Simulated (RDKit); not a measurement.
# Run report: C2H7Si, property calculation

C2H7Si, multiplicity 2, SMILES [CH2]C[SiH3], computed with EHT (RDKit 2026.09.1).

The geometry comes from this level: GFN2-xTB.

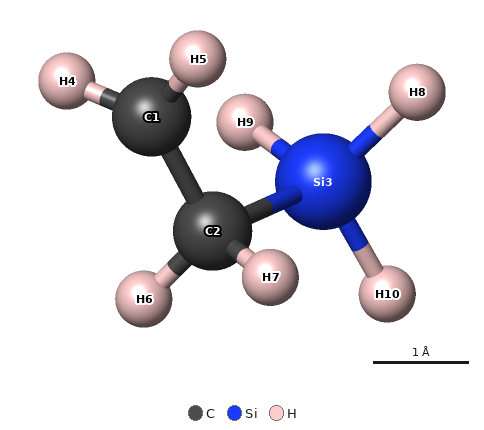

The structure as given in the input (ball-and-stick view, seen at a tilt; atoms are numbered from 1 in the order of the input). Bond lengths as drawn: C–C 1.45 Å, C–H 1.07 to 1.09 Å, C–Si 1.94 Å and H–Si 1.46 to 1.47 Å.

**Input (ff.py)**
```python
import json
import numpy as np
from rdkit import Chem
from rdkit.Chem import AllChem
from rdkit.Chem import rdDetermineBonds
from rdkit.Chem import rdEHTTools

mol = Chem.MolFromXYZFile("mol.xyz")
symbols = [a.GetSymbol() for a in mol.GetAtoms()]
start = mol.GetConformer().GetPositions().copy()

ok, res = rdEHTTools.RunMol(mol, keepOverlapAndHamiltonianMatrices=True)
if not ok:
    raise RuntimeError("the extended Hueckel run failed")
eps = np.array(res.GetOrbitalEnergies())
nel = res.numElectrons
homo = (nel + 1) // 2 - 1
print(f"{res.numOrbitals} orbitals, {nel} valence electrons, sum of one-electron energies {res.totalEnergy:.4f} eV")
for i in range(max(0, homo - 8), min(len(eps), homo + 6)):
    print(f"{i + 1:4d} {eps[i]:10.4f} eV", "(HOMO)" if i == homo else "(LUMO)" if i == homo + 1 else "")
q = np.array(res.GetAtomicCharges())
print("Mulliken charges:", " ".join(f"{a}{i + 1}={c:+.3f}" for i, (a, c) in enumerate(zip(symbols, q))))
op = res.GetReducedOverlapPopulationMatrix()
pairs = [(k, i, op[i * (i + 1) // 2 + k]) for i in range(len(symbols)) for k in range(i) if abs(op[i * (i + 1) // 2 + k]) > 0.1]
print("reduced overlap populations above 0.1")
for k, i, p in pairs:
    print(f"  {symbols[k]}{k + 1}-{symbols[i]}{i + 1} {p:7.3f}")
json.dump(dict(symbols=symbols, start=start.tolist(), energy=res.totalEnergy * 23.060548, homo=eps[homo], lumo=eps[homo + 1] if homo + 1 < len(eps) else None, orbital_energies=eps.round(4).tolist(), charges_mulliken=q.tolist(), bond_orders=[[k + 1, i + 1, round(p, 4)] for k, i, p in pairs], nel=nel), open("results.json", "w"))
```

**File mol.xyz**
```
10

C     -0.748720     0.587750    -1.151520
C     -0.780160    -0.213210     0.060250
Si     1.021890    -0.279400     0.774560
H     -0.489100     0.144750    -2.093020
H     -0.834710     1.655630    -1.103220
H     -1.103190    -1.235180    -0.135470
H     -1.429380     0.221950     0.819200
H      1.441270     1.091190     1.061960
H      1.881350    -0.894350    -0.235160
H      1.040760    -1.079130     2.002410
```

Launch command:
```bash
python ff.py
```

**What the program printed**
```
19 orbitals, 19 valence electrons, sum of one-electron energies -325.9384 eV
   2   -21.7705 eV
   3   -19.6806 eV
   4   -16.3252 eV
   5   -15.1375 eV
   6   -15.1019 eV
   7   -14.6816 eV
   8   -14.4739 eV
   9   -13.6884 eV
  10   -10.1533 eV (HOMO)
  11     2.4316 eV (LUMO)
  12     3.1142 eV
  13     4.8282 eV
  14     5.9509 eV
  15     7.3858 eV
Mulliken charges: C1=-0.322 C2=-0.234 Si3=+1.043 H4=+0.047 H5=+0.047 H6=+0.040 H7=+0.040 H8=-0.222 H9=-0.223 H10=-0.217
reduced overlap populations above 0.1
  C1-C2   0.857
  C2-Si3   0.584
  C1-H4   0.804
  C1-H5   0.804
  C2-H6   0.783
  C2-H7   0.783
  Si3-H8   0.745
  Si3-H9   0.745
  Si3-H10   0.738
```

**Key numbers**

```json
{"quantity": "outcome", "value": "converged"}
{"quantity": "total energy", "value": "−11.978015 hartree"}
{"quantity": "hardware", "value": "1 thread of Arm Neoverse V1, 24 GiB of memory available, shared host"}
{"quantity": "peak memory", "value": "0.073 GiB"}
```
